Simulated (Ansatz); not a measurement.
# Ti5Si: how settings move the results

The task, for Ti5Si: test the k-point mesh, then test the k-point mesh shifted by half a step.

Computed with Ansatz 0.2.0 (DFT PBEsol, scalar-relativistic, plane waves, PAW, unless a step's input says otherwise).

4 further runs of the same task are left out: 3 for a known fault of the program, 1 set aside as unsound or not needed. Runs told in other sessions of the task aren't counted.

### 1 The structure to begin with

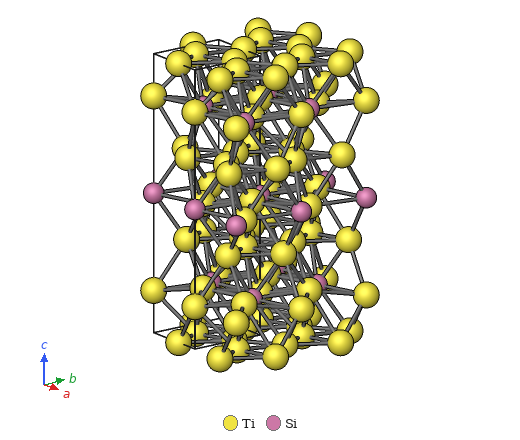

The starting structure, seen slightly off an axis (titanium yellow, silicon pink). 2×2×1 cells are drawn. Atoms on the faces are drawn again on the opposite ones. The cell drawn here is the conventional one.

Structure file:

```xyz
6
Lattice="2.5228 1.4566 4.4409 -2.5228 1.4566 4.4409 0.0000 -2.9131 4.4409" Properties=species:S:1:pos:R:3 pbc="T T T"
Ti    0.0000    0.0000    2.0176
Ti    0.5316    1.4566    4.4409
Ti   -1.5272   -0.2679    4.4409
Ti    0.0000    0.0000   11.3051
Ti    0.9956   -1.1886    4.4409
Si    0.0000    0.0000    6.6614
```

The structure comes from the Materials Project (structure only); it is used as listed.

### 2 The base input

Contents of input.yaml:

```yaml
crystal:
  lattice:
    - [2.5228393509, 1.4565619783, 4.4409048145]
    - [-2.5228393509, 1.4565619783, 4.4409048145]
    - [0.0, -2.9131239567, 4.4409048145]
  atoms:
    - { symbol: Ti, position: [0.15143967, 0.15143967, 0.15143967] }
    - { symbol: Ti, position: [0.60535, 0.39465, 0.0] }
    - { symbol: Ti, position: [0.0, 0.60535, 0.39465] }
    - { symbol: Ti, position: [0.84856033, 0.84856033, 0.84856033] }
    - { symbol: Ti, position: [0.39465, 0.0, 0.60535] }
    - { symbol: Si, position: [0.5, 0.5, 0.5] }
basis:
  ecutwfc: 420
kpoints:
  mp_grid: { grid: [12, 12, 12] }
hamiltonian:
  xc: pbesol
scf:
  occupations: { method: gaussian, width: 0.1 }
output:
  forces: true
  stress: true
  eigenvalues: true
  populations: true
  write_density: true
  write_potential: true
  elf: true
  volumetric_format: npy
```

Its results, from an earlier run: -2165.4856 eV/atom at zero smearing, pressure -4.41 GPa, largest force 0.067 eV/Å, no gap on the mesh, in 7 SCF cycles and 2 min.

### 3 K-point mesh: 1×1×1

input.yaml: that of step 2 with these lines changed.

```diff
@@ -15,3 +15,3 @@
 kpoints:
-  mp_grid: { grid: [12, 12, 12] }
+  mp_grid: { grid: [1, 1, 1] }
 hamiltonian:
@@ -24,6 +24 @@
   eigenvalues: true
-  populations: true
-  write_density: true
-  write_potential: true
-  elf: true
-  volumetric_format: npy
```

Command:

```sh
$ ansatz run input.yaml --threads 1 --pin off --max-ram 2560MiB --backend cpu --events-out ev --progress --plain --runs-dir out
```

Output (excerpt; [...] marks lines left out):

```text
Warning: RAYON_NUM_THREADS=1 ignored (pool sized by the plan → 1); use --threads N
[...]
Pseudopotentials: kind: paw
Pseudopotential: Ti, paw, valence charge 12, recommended cutoff 420 eV (normal), Ti.paw.azcp
Pseudopotential: Si, paw, valence charge 4, recommended cutoff 420 eV (normal), Si.paw.azcp
Functional definition: PBEsol
[...]
Crystal: 6 atoms, lattice volume = 97.913 Å³
Basis set: ecut = 420 eV, 1911 PW (Γ), exchange–correlation on 72×72×72 points (8 copies of the dense FFT grid, shifted against one another)
Bands: 39, of which v1, the nominal top of the filled ones, is band 32 counted from 1 (31 counted from 0)
Symmetry: 6 space group operations
Space group: R32 (ITA 155), of the structure as read, at distance tolerance 4.6e-5 Å
k-points: 1
[...]
SCF iter   1: F=—  HF=-12989.651139 eV  |F-HF|=—  |Δ(HF+E_count)|=         —  Δρ=2.54e-2  dr2=7.27e-1  ethr=1.77e-3  ⟨swp⟩=8.0  Hψ=160  notcnv=0
[...]
SCF iter   8: F=-12989.483965 eV  HF=-12989.483965 eV  |F-HF|=2.68e-8  |Δ(HF+E_count)|=   3.12e-7  Δρ=6.97e-6  dr2=4.96e-8  ethr=1.56e-10  ⟨swp⟩=9.0  Hψ=191  notcnv=0
[...]
SCF converged after 8 iterations
Free energy (F): -12989.483965 eV
[...]
E sigma→0 (E₀):  -12989.422828 eV
Entropy (-TS):   -0.122274 eV (-20.379 meV/atom)
Fermi energy:    13.020312 eV
[...]
--- Forces (eV/Å), atoms counted from 1 ---
  atom   1  Ti     0.00000000     0.00000000    -1.02123225
  atom   2  Ti    -0.17910358     0.00000000     0.00000000
  atom   3  Ti     0.08955179    -0.15510825    -0.00000000
  atom   4  Ti     0.00000000    -0.00000000     1.02123225
  atom   5  Ti     0.08955179     0.15510825     0.00000000
  atom   6  Si     0.00000000    -0.00000000     0.00000000
[...]
--- Stress (GPa, compression-positive) ---
       -1.852793       0.000000       0.000000
        0.000000      -1.852793       0.000000
        0.000000       0.000000      -2.984719
  P = ⅓ Tr σ = -2.2301 GPa (-22.301 kbar)
--- Band table (eV) ---
[...]
```

Wall time 1.1 s (1 thread of AMD EPYC 7R43 (Zen 3), shared host); peak memory 0.35 GiB.

This run gives -2164.9038 eV/atom at zero smearing, pressure -2.23 GPa, largest force 1.021 eV/Å and a gap of 0.10 eV on the mesh.

### 4 K-point mesh set to 3×3×3

input.yaml: that of step 3 with these lines changed.

```diff
@@ -15,3 +15,3 @@
 kpoints:
-  mp_grid: { grid: [1, 1, 1] }
+  mp_grid: { grid: [3, 3, 3] }
 hamiltonian:
```

Command:

```sh
$ ansatz run input.yaml --threads 1 --pin off --max-ram 2560MiB --backend cpu --events-out ev --progress --plain --runs-dir out
```

Output (excerpt; [...] marks lines left out):

```text
Warning: RAYON_NUM_THREADS=1 ignored (pool sized by the plan → 1); use --threads N
[...]
Pseudopotentials: kind: paw
Pseudopotential: Ti, paw, valence charge 12, recommended cutoff 420 eV (normal), Ti.paw.azcp
Pseudopotential: Si, paw, valence charge 4, recommended cutoff 420 eV (normal), Si.paw.azcp
Functional definition: PBEsol
[...]
Crystal: 6 atoms, lattice volume = 97.913 Å³
Basis set: ecut = 420 eV, 1911 PW (Γ), exchange–correlation on 72×72×72 points (8 copies of the dense FFT grid, shifted against one another)
Bands: 39, of which v1, the nominal top of the filled ones, is band 32 counted from 1 (31 counted from 0)
Symmetry: 6 space group operations
Space group: R32 (ITA 155), of the structure as read, at distance tolerance 4.6e-5 Å
k-points: 6 of 27 (time reversal used)
[...]
SCF iter   1: F=—  HF=-12992.997040 eV  |F-HF|=—  |Δ(HF+E_count)|=         —  Δρ=1.03e-2  dr2=1.19e-1  ethr=1.77e-3  ⟨swp⟩=7.0  Hψ=984  notcnv=0
[...]
SCF iter   7: F=-12992.961079 eV  HF=-12992.961079 eV  |F-HF|=5.85e-9  |Δ(HF+E_count)|=   3.52e-8  Δρ=3.19e-6  dr2=1.06e-8  ethr=1.56e-10  ⟨swp⟩=4.0  Hψ=714  notcnv=0
[...]
SCF converged after 7 iterations
Free energy (F): -12992.961079 eV
[...]
E sigma→0 (E₀):  -12992.945559 eV
Entropy (-TS):   -0.031040 eV (-5.173 meV/atom)
Fermi energy:    13.172133 eV
[...]
--- Forces (eV/Å), atoms counted from 1 ---
  atom   1  Ti     0.00000000    -0.00000000     0.06046557
  atom   2  Ti    -0.04825183     0.00000000     0.00000000
  atom   3  Ti     0.02412591    -0.04178731    -0.00000000
  atom   4  Ti    -0.00000000     0.00000000    -0.06046557
  atom   5  Ti     0.02412591     0.04178731     0.00000000
  atom   6  Si     0.00000000     0.00000000     0.00000000
[...]
--- Stress (GPa, compression-positive) ---
       -4.557291       0.000000       0.000000
        0.000000      -4.557291       0.000000
        0.000000       0.000000      -4.960778
  P = ⅓ Tr σ = -4.6918 GPa (-46.918 kbar)
--- Band table (eV; the first three rows and the last of 6) ---
[...]
```

Wall time 3.5 s (1 thread of AMD EPYC 7R43 (Zen 3), shared host); peak memory 0.37 GiB.

Result: -2165.4909 eV/atom at zero smearing, pressure -4.69 GPa, largest force 0.060 eV/Å and no gap on the mesh.

### 5 K-point mesh: 6×6×6

input.yaml: that of step 4 with these lines changed.

```diff
@@ -15,3 +15,3 @@
 kpoints:
-  mp_grid: { grid: [3, 3, 3] }
+  mp_grid: { grid: [6, 6, 6] }
 hamiltonian:
```

Command:

```sh
$ ansatz run input.yaml --threads 1 --pin off --max-ram 2560MiB --backend cpu --events-out ev --progress --plain --runs-dir out
```

Output (excerpt; [...] marks lines left out):

```text
Warning: RAYON_NUM_THREADS=1 ignored (pool sized by the plan → 1); use --threads N
[...]
Pseudopotentials: kind: paw
Pseudopotential: Ti, paw, valence charge 12, recommended cutoff 420 eV (normal), Ti.paw.azcp
Pseudopotential: Si, paw, valence charge 4, recommended cutoff 420 eV (normal), Si.paw.azcp
Functional definition: PBEsol
[...]
Crystal: 6 atoms, lattice volume = 97.913 Å³
Basis set: ecut = 420 eV, 1911 PW (Γ), exchange–correlation on 72×72×72 points (8 copies of the dense FFT grid, shifted against one another)
Bands: 39, of which v1, the nominal top of the filled ones, is band 32 counted from 1 (31 counted from 0)
Symmetry: 6 space group operations
Space group: R32 (ITA 155), of the structure as read, at distance tolerance 4.6e-5 Å
k-points: 32 of 216 (time reversal used)
[...]
SCF iter   1: F=—  HF=-12992.965322 eV  |F-HF|=—  |Δ(HF+E_count)|=         —  Δρ=1.05e-2  dr2=1.27e-1  ethr=1.77e-3  ⟨swp⟩=7.0  Hψ=5318  notcnv=0
[...]
SCF iter   7: F=-12992.924658 eV  HF=-12992.924658 eV  |F-HF|=7.65e-9  |Δ(HF+E_count)|=   3.69e-8  Δρ=3.24e-6  dr2=1.17e-8  ethr=1.56e-10  ⟨swp⟩=4.0  Hψ=3816  notcnv=0
[...]
SCF converged after 7 iterations
Free energy (F): -12992.924658 eV
[...]
E sigma→0 (E₀):  -12992.910974 eV
Entropy (-TS):   -0.027368 eV (-4.561 meV/atom)
Fermi energy:    13.200723 eV
[...]
--- Forces (eV/Å), atoms counted from 1 ---
  atom   1  Ti     0.00000000    -0.00000000     0.04357490
  atom   2  Ti    -0.07091627     0.00000000     0.00000000
  atom   3  Ti     0.03545814    -0.06141529    -0.00000000
  atom   4  Ti     0.00000000     0.00000000    -0.04357490
  atom   5  Ti     0.03545814     0.06141529     0.00000000
  atom   6  Si     0.00000000     0.00000000    -0.00000000
[...]
--- Stress (GPa, compression-positive) ---
       -4.355225       0.000000       0.000000
        0.000000      -4.355225       0.000000
        0.000000       0.000000      -4.455033
  P = ⅓ Tr σ = -4.3885 GPa (-43.885 kbar)
--- Band table (eV; the first three rows and the last of 32) ---
[...]
```

It took 15 s on 1 thread of AMD EPYC 7R43 (Zen 3), shared host; peak memory 0.43 GiB.

Read-out: -2165.4852 eV/atom at zero smearing, pressure -4.39 GPa, largest force 0.071 eV/Å and no gap on the mesh.

### 6 K-point mesh set to 18×18×18

input.yaml: that of step 5 with these lines changed.

```diff
@@ -15,3 +15,3 @@
 kpoints:
-  mp_grid: { grid: [6, 6, 6] }
+  mp_grid: { grid: [18, 18, 18] }
 hamiltonian:
```

Command:

```sh
$ ansatz run input.yaml --threads 1 --pin off --max-ram 2560MiB --backend cpu --events-out ev --progress --plain --runs-dir out
```

Output (excerpt; [...] marks lines left out):

```text
Warning: RAYON_NUM_THREADS=1 ignored (pool sized by the plan → 1); use --threads N
[...]
Pseudopotentials: kind: paw
Pseudopotential: Ti, paw, valence charge 12, recommended cutoff 420 eV (normal), Ti.paw.azcp
Pseudopotential: Si, paw, valence charge 4, recommended cutoff 420 eV (normal), Si.paw.azcp
Functional definition: PBEsol
[...]
Crystal: 6 atoms, lattice volume = 97.913 Å³
Basis set: ecut = 420 eV, 1911 PW (Γ), exchange–correlation on 72×72×72 points (8 copies of the dense FFT grid, shifted against one another)
Bands: 39, of which v1, the nominal top of the filled ones, is band 32 counted from 1 (31 counted from 0)
Symmetry: 6 space group operations
Space group: R32 (ITA 155), of the structure as read, at distance tolerance 4.6e-5 Å
k-points: 580 of 5832 (time reversal used)
[...]
SCF iter   1: F=—  HF=-12992.965765 eV  |F-HF|=—  |Δ(HF+E_count)|=         —  Δρ=1.04e-2  dr2=1.25e-1  ethr=1.77e-3  ⟨swp⟩=6.9  Hψ=96657  notcnv=0
[...]
SCF iter   7: F=-12992.926326 eV  HF=-12992.926326 eV  |F-HF|=4.28e-9  |Δ(HF+E_count)|=   2.64e-8  Δρ=2.56e-6  dr2=6.63e-9  ethr=1.56e-10  ⟨swp⟩=4.0  Hψ=68429  notcnv=0
[...]
SCF converged after 7 iterations
Free energy (F): -12992.926326 eV
[...]
E sigma→0 (E₀):  -12992.913358 eV
Entropy (-TS):   -0.025936 eV (-4.323 meV/atom)
Fermi energy:    13.199262 eV
[...]
--- Forces (eV/Å), atoms counted from 1 ---
  atom   1  Ti     0.00000000    -0.00000000     0.03547794
  atom   2  Ti    -0.06699459     0.00000000     0.00000000
  atom   3  Ti     0.03349729    -0.05801901    -0.00000000
  atom   4  Ti     0.00000000     0.00000000    -0.03547794
  atom   5  Ti     0.03349729     0.05801901     0.00000000
  atom   6  Si     0.00000000     0.00000000    -0.00000000
[...]
--- Stress (GPa, compression-positive) ---
       -4.387186       0.000000       0.000000
        0.000000      -4.387186       0.000000
        0.000000       0.000000      -4.455114
  P = ⅓ Tr σ = -4.4098 GPa (-44.098 kbar)
--- Band table (eV; the first three rows and the last of 580) ---
[...]
```

Wall time 4.1 min (1 thread of AMD EPYC 7R43 (Zen 3), shared host); peak memory 1.7 GiB.

This run gives -2165.4856 eV/atom at zero smearing, pressure -4.41 GPa, largest force 0.067 eV/Å and no gap on the mesh.

### 7 Summary: the k-point mesh

ΔE: energy per atom at zero smearing, less that of the run at 18×18×18. Pressure is positive in compression.

| mesh | ΔE (meV/atom) | pressure (GPa) | largest change of a force component (eV/Å) | gap on the mesh (eV) | irreducible points | SCF cycles | CPU time |
| --- | --- | --- | --- | --- | --- | --- | --- |
| 1×1×1 | 582 | -2.23 | 1.057 | 0.099 | 1 | 8 | 1.1 s |
| 3×3×3 | -5.37 | -4.69 | 0.025 | none | 6 | 7 | 3.5 s |
| 6×6×6 | 0.40 | -4.39 | 0.008 | none | 32 | 7 | 15 s |
| 12×12×12 | -0.01 | -4.41 | 0.000 | none | 189 | 7 | 2 min |
| 18×18×18 | 0.00 | -4.41 | 0.000 | none | 580 | 7 | 4.1 min |

The times were taken beside other jobs on the same host; read them as orders of magnitude.

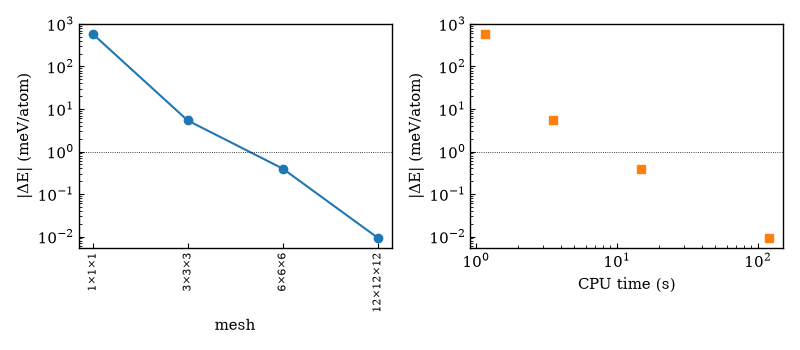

Size of the energy difference from the reference against the k-point mesh (left) and against the time spent (right); the dotted line marks 1 meV/atom. The reference itself is not drawn.

### 8 K-point mesh shifted by half a step: 6×6×6

input.yaml: that of step 6 with these lines changed.

```diff
@@ -15,3 +15,3 @@
 kpoints:
-  mp_grid: { grid: [18, 18, 18] }
+  mp_grid: { grid: [6, 6, 6], shift: [0.5, 0.5, 0.5] }
 hamiltonian:
```

Command:

```sh
$ ansatz run input.yaml --threads 1 --pin off --max-ram 2560MiB --backend cpu --events-out ev --progress --plain --runs-dir out
```

Output (excerpt; [...] marks lines left out):

```text
Warning: RAYON_NUM_THREADS=1 ignored (pool sized by the plan → 1); use --threads N
[...]
Pseudopotentials: kind: paw
Pseudopotential: Ti, paw, valence charge 12, recommended cutoff 420 eV (normal), Ti.paw.azcp
Pseudopotential: Si, paw, valence charge 4, recommended cutoff 420 eV (normal), Si.paw.azcp
Functional definition: PBEsol
[...]
Crystal: 6 atoms, lattice volume = 97.913 Å³
Basis set: ecut = 420 eV, 1911 PW (Γ), exchange–correlation on 72×72×72 points (8 copies of the dense FFT grid, shifted against one another)
Bands: 39, of which v1, the nominal top of the filled ones, is band 32 counted from 1 (31 counted from 0)
Symmetry: 6 space group operations
Space group: R32 (ITA 155), of the structure as read, at distance tolerance 4.6e-5 Å
k-points: 28 of 216 (time reversal used)
[...]
SCF iter   1: F=—  HF=-12992.966129 eV  |F-HF|=—  |Δ(HF+E_count)|=         —  Δρ=1.06e-2  dr2=1.29e-1  ethr=1.77e-3  ⟨swp⟩=7.0  Hψ=4684  notcnv=0
[...]
SCF iter   7: F=-12992.925350 eV  HF=-12992.925350 eV  |F-HF|=8.50e-9  |Δ(HF+E_count)|=   3.18e-8  Δρ=3.11e-6  dr2=1.15e-8  ethr=1.56e-10  ⟨swp⟩=4.0  Hψ=3312  notcnv=0
[...]
SCF converged after 7 iterations
Free energy (F): -12992.925350 eV
[...]
E sigma→0 (E₀):  -12992.912402 eV
Entropy (-TS):   -0.025897 eV (-4.316 meV/atom)
Fermi energy:    13.199857 eV
[...]
--- Forces (eV/Å), atoms counted from 1 ---
  atom   1  Ti    -0.00000000    -0.00000000     0.04985464
  atom   2  Ti    -0.07043715     0.00000000     0.00000000
  atom   3  Ti     0.03521858    -0.06100036    -0.00000000
  atom   4  Ti    -0.00000000     0.00000000    -0.04985464
  atom   5  Ti     0.03521858     0.06100036     0.00000000
  atom   6  Si    -0.00000000     0.00000000    -0.00000000
[...]
--- Stress (GPa, compression-positive) ---
       -4.412179       0.000000       0.000000
        0.000000      -4.412179      -0.000000
        0.000000      -0.000000      -4.397108
  P = ⅓ Tr σ = -4.4072 GPa (-44.072 kbar)
--- Band table (eV; the first three rows and the last of 28) ---
[...]
```

It took 13 s on 1 thread of AMD EPYC 7R43 (Zen 3), shared host; peak memory 0.42 GiB.

This run gives -2165.4854 eV/atom at zero smearing, pressure -4.41 GPa, largest force 0.070 eV/Å and no gap on the mesh.

### 9 Summary of results

```
                                               quantity                                               value
k-point mesh: within 10 and 1 meV/atom of 18×18×18 from                           3×3×3 for 10; 6×6×6 for 1
             k-point mesh shifted by half a step: 6×6×6  pressure -4.4 GPa, no gap on the mesh
```

**Reading.** In the sweep of the k-point mesh, 6×6×6 already comes within 1 meV/atom of the reference, and so do all later runs, at about 0.059 of the reference's time. The reference is only the best run made, not a proven limit. The gaps on the coarsest meshes are artefacts of sampling: the crystal is a metal on the dense ones. The error changes sign along the series, since a k mesh isn't variational, and a metal needs dense meshes to resolve its Fermi surface. Forces stay within 0.01 eV/Å of the reference from 6×6×6 on.
